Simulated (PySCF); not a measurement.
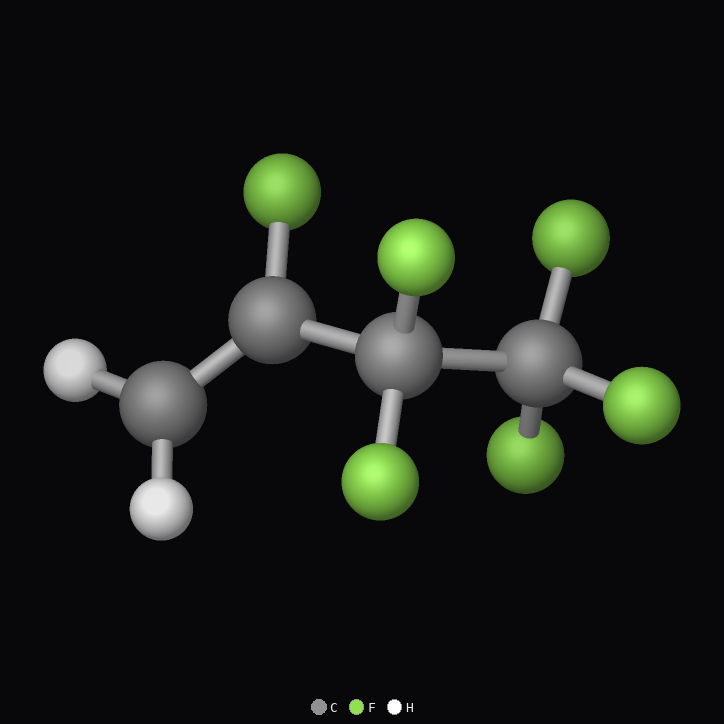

Computed geometry: PBE0-D3(BJ)/def2-SVP optimisation. No frequency run is at hand to confirm it as a minimum.

Give the structural formula.

SMILES: C=C(F)C(F)(F)C(F)(F)F

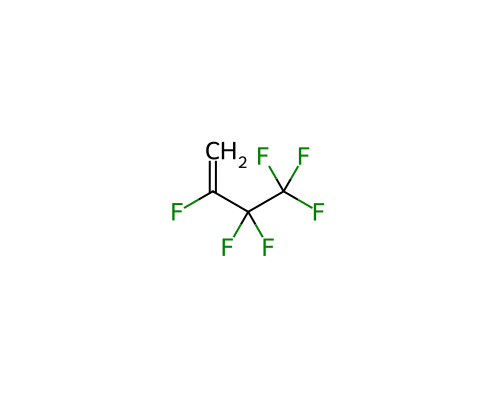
